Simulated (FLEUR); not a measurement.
**MnO2 monolayer: which magnetic order is lowest**

Aim: find out whether MnO2 monolayer carries moments, and which collinear order costs least.

Calculated with FLEUR MaX-R8.1; LDA (VWN) with U = 4.9 eV, J = 0.9 eV on Mn d; all-electron FLAPW film, Dirac cores, scalar-relativistic bands.

## Step 1: The structure

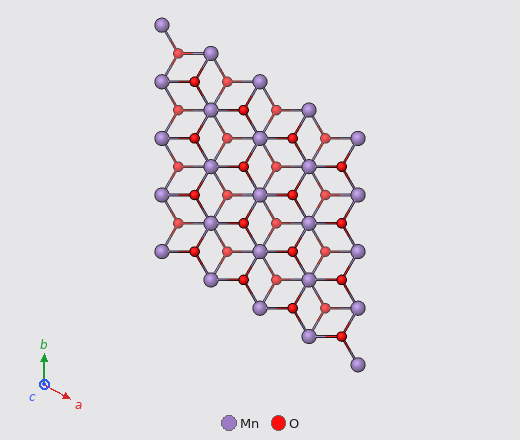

Start, viewed from above; manganese light purple, oxygen red. 4×4×1 cells are drawn. Some periodic images of atoms are drawn too.

The cell holds 3 atoms: 1 Mn and 2 O. Cell: a = 2.857 Å, b = 2.857 Å, c = 16.897 Å, α = 90.0°, β = 90.0°, γ = 120.0°. It derives from MnO2. One layer cut from the bulk crystal, unrelaxed. Vacuum lies along c.

Structure file:

```xyz
3
Lattice="2.8569 0.0000 0.0000 -1.4284 2.4741 0.0000 0.0000 0.0000 16.8969" Properties=species:S:1:pos:R:3
Mn    0.0000    0.0000    8.4484
O     1.4284    0.8247    9.3969
O     0.0000    1.6494    7.5000
```

## Step 2: Order 1, typed as ferro +

The parallel start is the test of whether parallel moments hold. A Hubbard U acts on the open shell, since semilocal functionals spread its electrons too much.

inpgen writes inp.xml from crystal.txt; cutoffs, mixing, functional, smearing and local orbitals are then set in the file. The k list default-1 (kpts.xml, not shown) is a Γ-centred 8×8×1 mesh; where the ranks do not divide the number of points, some are split in two of half the weight.

File inp.xml:

```
<?xml version="1.0" encoding="UTF-8" standalone="no"?>
<fleurInput fleurInputVersion="0.39">
   <comment>
      MnO2
   </comment>
   <calculationSetup>
      <cutoffs Kmax="4.4" Gmax="13.2" GmaxXC="13.2" numbands="0"/>
      <scfLoop itmax="130" minDistance="0.0001" maxIterBroyd="15" imix="Anderson" alpha="0.03" precondParam="0.0" spinf="2.0" sdNocoIR="T"/>
      <coreElectrons ctail="T" frcor="F" kcrel="0" coretail_lmax="0"/>
      <xcFunctional name="vwn" relativisticCorrections="F"/>
      <magnetism jspins="2"/>
      <soc l_soc="F" theta="0.0" phi="0.0" spav="F"/>
      <expertModes spex="0" secvar="F"/>
      <geometryOptimization l_f="F" forcealpha="1.0" forcemix="BFGS" epsdisp="0.00001" epsforce="0.00001"/>
      <ldaU l_linMix="F" mixParam="0.05" spinf="1.0"/>
   </calculationSetup>
   <cell>
      <bzIntegration valenceElectrons="27.0" mode="hist" fermiSmearingEnergy="0.00293995">
         <kPointListSelection listName="default-1"/>
         <xi:include xmlns:xi="http://www.w3.org/2001/XInclude" href="kpts.xml"> </xi:include>
      </bzIntegration>
      <xi:include xmlns:xi="http://www.w3.org/2001/XInclude" href="sym.xml"> </xi:include>
      <filmLattice scale="1.0" dVac="6.84" dTilda="9.34">
         <bravaisMatrixFilm>
            <row-1>    5.3987018787071595    -0.0000000011905275</row-1>
            <row-2>   -2.6993509383236791     4.6754129750114570</row-2>
         </bravaisMatrixFilm>
         <vacuumEnergyParameters vacuum="1" spinUp="-.25" spinDown="-.25"/>
      </filmLattice>
   </cell>
   <atomSpecies>
      <species name="Manganese 4.500" element="Mn" atomicNumber="25">
         <mtSphere radius="2.18" gridPoints="721" logIncrement="0.017"/>
         <atomicCutoffs lmax="8" lnonsphr="6"/>
         <electronConfig flipSpins="F">
            <coreConfig>(1s1/2) (2s1/2) (2p1/2) (2p3/2)</coreConfig>
            <valenceConfig>(3s1/2) (3p1/2) (3p3/2) (4s1/2) (3d3/2) (3d5/2)</valenceConfig>
            <stateOccupation state="(3d3/2)" spinUp="1.75" spinDown="0.25"/>
            <stateOccupation state="(3d5/2)" spinUp="3.0" spinDown="0.0"/>
         </electronConfig>
         <energyParameters s="4" p="4" d="3" f="4"/>
         <ldaU l="2" U="4.9" J="0.9" l_amf="F"/>
         <lo type="SCLO" l="0" n="3" eDeriv="0"/>
         <lo type="SCLO" l="1" n="3" eDeriv="0"/>
      </species>
      <species name="Oxygen (O)" element="O" atomicNumber="8">
         <mtSphere radius="1.23" gridPoints="407" logIncrement="0.026"/>
         <atomicCutoffs lmax="6" lnonsphr="4"/>
         <electronConfig flipSpins="F">
            <coreConfig>(1s1/2)</coreConfig>
            <valenceConfig>(2s1/2) (2p1/2) (2p3/2)</valenceConfig>
            <stateOccupation state="(2p1/2)" spinUp="0.666667" spinDown="0.666667"/>
            <stateOccupation state="(2p3/2)" spinUp="1.333333" spinDown="1.333333"/>
         </electronConfig>
         <energyParameters s="2" p="2" d="3" f="4"/>
      </species>
   </atomSpecies>
   <atomGroups>
      <atomGroup species="Manganese 4.500">
         <filmPos label="                   1">.0000000000 .0000000000 .0000000000</filmPos>
         <force calculate="T" relaxXYZ="TTT"/>
      </atomGroup>
      <atomGroup species="Oxygen (O)">
         <filmPos label="                   2">-1.000/3.000 1.000/3.000 1.7922906905</filmPos>
         <filmPos label="                   3">1.000/3.000 -1.000/3.000 -1.7922906905</filmPos>
         <force calculate="T" relaxXYZ="TTT"/>
      </atomGroup>
   </atomGroups>
   <output dos="F" band="F" slice="F">
      <bandDOS minEnergy="-.5*Htr" maxEnergy="0.5*Htr" sigma="0.015" storeEVData="T"/>
      <plotting iplot="0" polar="F">
         <plot TwoD="T" vec1="  1.0  0.0  0.0" vec2="  0.0  1.0  0.0" vec3="  0.0  0.0  1.0" zero="  0.0  0.0 -0.5" file="plot"/>
      </plotting>
      <moessbauerParams electricFieldGradient="F" isomerShift="F" coreHyperfine="F" valenceHyperfine="F"/>
   </output>
</fleurInput>
```

File crystal.txt:

```
MnO2
&input film=T cartesian=F /
2.85687000271  -0.00000000063  0.00000000000
-1.42843500081  2.47412199797  0.00000000000
0.00000000000  0.00000000000  1.00000000000
1.8897261246
1.0 1.0 1.0

3
25 0.00000000000  0.00000000000  0.00000000000 : 4.500
8 0.66666666667  0.33333333333  1.79229069049
8 0.33333333333  0.66666666667  -1.79229069049

&kpt div1=8 div2=8 div3=1 gamma=T /
```

Launch:

```
$ OMP_NUM_THREADS=1 inpgen -f crystal.txt > inpgen.log  # inp.xml is then edited as shown
$ OMP_NUM_THREADS=1 mpirun -n 2 fleur_MPI > fleur.log
```

Output:

```text
Welcome to FLEUR        (www.flapw.de)
      MaX-Release 8.1          (www.max-centre.eu)

 ========== k-point set info ==========
 Selected k-point list: default-1
 k-point list type: mesh
 8 x 8 x 1
 Number of k points: 10

 ------------Calculation Setup---------------------------
 Number of MPI-tasks      :            2
 Number of PE/node        :            2
 Number of OMP-threads    :            1
 k-points in parallel     :            2
 pe's per k-point         :            1
 No of k-point loops      :            5
 Eigenvalue solver        :       lapack
 Number of basis functions:          364
 Approximate size of matrices (H+S) per k-point:         0.002 GB
 --------------------------------------------------------
 no density matrix found ... skipping LDA+U
 Reset of history
 Iteration:     1   Distance:      41.72459438 me/bohr^3
 Iteration:     2   Distance:      41.06215938 me/bohr^3
 Iteration:     3   Distance:      36.48743198 me/bohr^3
 Iteration:     4   Distance:      22.25091543 me/bohr^3
 Iteration:     5   Distance:      20.78971481 me/bohr^3
 Iteration:     6   Distance:      10.75886720 me/bohr^3
 Iteration:     7   Distance:       6.65553810 me/bohr^3
 Iteration:     8   Distance:       7.08242505 me/bohr^3
 Iteration:     9   Distance:       3.55651625 me/bohr^3
 Iteration:    10   Distance:       1.16507541 me/bohr^3
 Iteration:    11   Distance:       1.07567083 me/bohr^3
 Iteration:    12   Distance:       1.42374719 me/bohr^3
 Iteration:    13   Distance:       1.09694633 me/bohr^3
 Iteration:    14   Distance:       0.56952065 me/bohr^3
 Iteration:    15   Distance:       0.35756185 me/bohr^3
 Iteration:    16   Distance:       0.06866532 me/bohr^3
 Iteration:    17   Distance:       0.05562820 me/bohr^3
 Iteration:    18   Distance:       0.02196401 me/bohr^3
 Iteration:    19   Distance:       0.01038435 me/bohr^3
 Iteration:    20   Distance:       0.01264519 me/bohr^3
 Iteration:    21   Distance:       0.01081195 me/bohr^3
 Iteration:    22   Distance:       0.00459828 me/bohr^3
 Iteration:    23   Distance:       0.00474275 me/bohr^3
 Iteration:    24   Distance:       0.00134513 me/bohr^3
 Iteration:    25   Distance:       0.00028829 me/bohr^3
 Iteration:    26   Distance:       0.00011930 me/bohr^3
 Iteration:    27   Distance:       0.00005557 me/bohr^3

 ********************************************************************
 Run finished successfully
 Stop message:
   all done
 ********************************************************************

--- out.xml (last complete iteration) ---
<iteration numberForCurrentRun="   27" overallNumber="   27">
         [... left out ...]
         <bandgap value="2.7844157821" units="eV"/>
         <sumValenceSingleParticleEnergies value="-29.2476065471" units="Htr"/>
         <FermiEnergy value="-0.3328963532" units="Htr"/>
         <valenceDensity>
            <mtCharges spin="1">
               <mtCharge atomType="1" total="8.2290508" s="1.1566002" p="3.2112469" d="3.7860304" f="0.0578861"/>
               <mtCharge atomType="2" total="1.8848983" s="0.6013920" p="1.2802666" d="0.0028748" f="0.0003137"/>
            </mtCharges>
            <mtCharges spin="2">
               <mtCharge atomType="1" total="5.2756035" s="1.1316172" p="3.1865667" d="0.8837854" f="0.0555345"/>
               <mtCharge atomType="2" total="1.8966940" s="0.5995919" p="1.2949586" d="0.0019823" f="0.0001367"/>
            </mtCharges>
            <spinDependentCharge spin="1" total="15.0000010" interstitial="2.8168671" mtSpheres="11.9988475" vacuum1="0.0921432"/>
            <spinDependentCharge spin="2" total="12.0000010" interstitial="2.7521572" mtSpheres="9.0689915" vacuum1="0.0894261"/>
            <totalCharge value="27.0000019473"/>
         </valenceDensity>
         [... left out ...]
         <allElectronCharges>
            <spinDependentCharge spin="1" total="22.0000010" interstitial="2.8168776" mtSpheres="18.9988370" vacuum1="0.0921432"/>
            <spinDependentCharge spin="2" total="19.0000010" interstitial="2.7521677" mtSpheres="16.0689811" vacuum1="0.0894261"/>
            <totalCharge value="41.0000019556"/>
         </allElectronCharges>
         <magneticMomentsInMTSpheres units="muBohr">
            <globalMagMoment atomType="1" vec="0.00000   0.00000   2.95345"/>
            <localMagMoment atomType="1" vec="0.00000   0.00000   2.95345"/>
            <globalMagMoment atomType="2" vec="0.00000   0.00000  -0.01180"/>
            <localMagMoment atomType="2" vec="0.00000   0.00000  -0.01180"/>
         </magneticMomentsInMTSpheres>
         <moessbauerParams unitsHFF="kG" unitsIS="e/bohr^3" unitsEFG="Htr/bohr^2">
         </moessbauerParams>
         <totalEnergy value="    -1306.0482199888" units="Htr">
            <sumOfEigenvalues value="     -769.9830734618">
               <coreElectrons value="-740.7354669146"/>
               <valenceElectrons value="-29.2476065471"/>
            </sumOfEigenvalues>
            <densityCoulombPotentialIntegral value="-2001.4134426590"/>
            <densityEffectivePotentialIntegral value="-2088.9501826305"/>
            <chargeDenXCDenIntegral value="-66.2054788202"/>
            <FockExchangeEnergyValence value="0.0000000000"/>
            <FockExchangeEnergyCore value="0.0000000000"/>
            <atomTypeDependentContributions atomType="1">
               <electronNucleiInteractionDifferentMTs value="1377.1252739393"/>
               <MadelungTerm value="-3.9808291496"/>
            </atomTypeDependentContributions>
            <atomTypeDependentContributions atomType="2">
               <electronNucleiInteractionDifferentMTs value="167.4641526004"/>
               <MadelungTerm value="-9.7880217963"/>
            </atomTypeDependentContributions>
            <dftUCorrection value="-0.2551484780"/>
            <tkbTimesEntropy value="0.0000000000"/>
            <freeEnergy value="-1306.0482199888"/>
            <extrapolationTo0K value="-1306.0482199888"/>
         </totalEnergy>
         <ldaUDensityMatrix>
            <densityMatrixFor spin="1" atomType="1" uIndex="1" l="2" U="4.90000000" J="0.90000000">
               (+0.75127,+0.00000) (+0.00000,+0.00000) (+0.00000,+0.00000) (+0.00000,+0.23085) (+0.00000,+0.00000)
               (+0.00000,+0.00000) (+0.66929,+0.00000) (+0.00000,+0.00000) (+0.00000,+0.00000) (+0.00000,-0.23085)
               (+0.00000,+0.00000) (+0.00000,+0.00000) (+0.94492,+0.00000) (+0.00000,+0.00000) (+0.00000,+0.00000)
               (+0.00000,-0.23085) (+0.00000,+0.00000) (+0.00000,+0.00000) (+0.66929,+0.00000) (+0.00000,+0.00000)
               (+0.00000,+0.00000) (+0.00000,+0.23085) (+0.00000,+0.00000) (+0.00000,+0.00000) (+0.75127,+0.00000)
            </densityMatrixFor>
            <densityMatrixFor spin="2" atomType="1" uIndex="1" l="2" U="4.90000000" J="0.90000000">
               (+0.18977,+0.00000) (+0.00000,+0.00000) (+0.00000,+0.00000) (+0.00000,-0.11891) (+0.00000,+0.00000)
               (+0.00000,+0.00000) (+0.21303,+0.00000) (+0.00000,+0.00000) (+0.00000,+0.00000) (+0.00000,+0.11891)
               (+0.00000,+0.00000) (+0.00000,+0.00000) (+0.07819,+0.00000) (+0.00000,+0.00000) (+0.00000,+0.00000)
               (+0.00000,+0.11891) (+0.00000,+0.00000) (+0.00000,+0.00000) (+0.21303,+0.00000) (+0.00000,+0.00000)
               (+0.00000,+0.00000) (+0.00000,-0.11891) (+0.00000,+0.00000) (+0.00000,+0.00000) (+0.18977,+0.00000)
            </densityMatrixFor>
         </ldaUDensityMatrix>
         <ldaUDensityMatrixConvergence>
            <distance spin="1" distance="0.000001"/>
            <distance spin="2" distance="0.000001"/>
         </ldaUDensityMatrixConvergence>
         <densityConvergence units="me/bohr^3">
            <chargeDensity spin="1" distance="0.0000263329"/>
            <chargeDensity spin="2" distance="0.0000352867"/>
            <overallChargeDensity distance="0.0000280982"/>
            <spinDensity distance="0.0000555664"/>
         </densityConvergence>
      </iteration>
```

The job ended after 19 s (2 MPI ranks of Arm Neoverse V2, shared host; peak memory 0.14 GiB).

Spin moment in the muffin-tin sphere by atom:

```csv
atom,spin moment in the muffin-tin sphere (μB)
Mn1,2.95
O2,-0.01
O3,-0.01
```

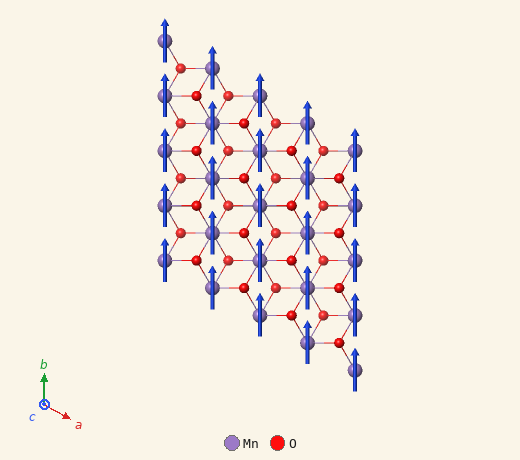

Spin moment in the muffin-tin sphere as arrows, the longest 2.95 μB. Up and down stand for the sign. Arrows give size and sign along the axis of quantisation, drawn up and down the page. 4×4×1 cells are drawn. Some periodic images of atoms are drawn too.

This step gave:

```
free energy                                                       : -35539.3826 eV
program's band gap on this mesh (in a metal only a level spacing) : 2.784 eV
magnetization                                                     : 3 μB
final state                                                       : ferromagnetic
```

After 27 cycles the largest moment stands at 2.95 μB.

[end of part 1 of 3]

[Logs and program files are shortened in this print: banners, set-up blocks, solver, clock and traceback lines can be left out without a mark of their own.]

[Logs are printed without paths, hosts, clocks, repeated set-up lines and the standing remarks that a program may print on its own settings, such as how far it seeks lower states.]

[Hosts, paths, dates, database ids (printed as entryN), source tags and the programs' standing remarks are cut or masked in the printed files.]

[Where a cell is said to come from a database of computed structures, the database is the Materials Project.]
